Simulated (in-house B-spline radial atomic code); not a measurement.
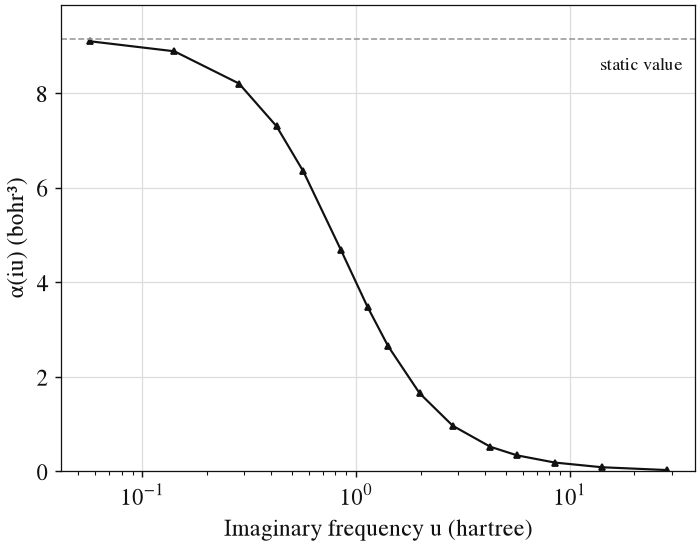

Dipole polarisability at imaginary frequency of Rb⁺, [Ar] 3d¹⁰ 4s² 4p⁶. Relativistic RPA on Dirac–Hartree–Fock, no-pair Dirac–Coulomb, finite nucleus, computed with a B-spline radial code. Speed of light scaled by 100.

> What follows from the curve?

The static dipole polarisability is 9.14 bohr³; α(iu) falls to half of it near u = 0.87 hartree. The Casimir–Polder integral gives C₆ = 55.5 hartree bohr⁶ for two such species.
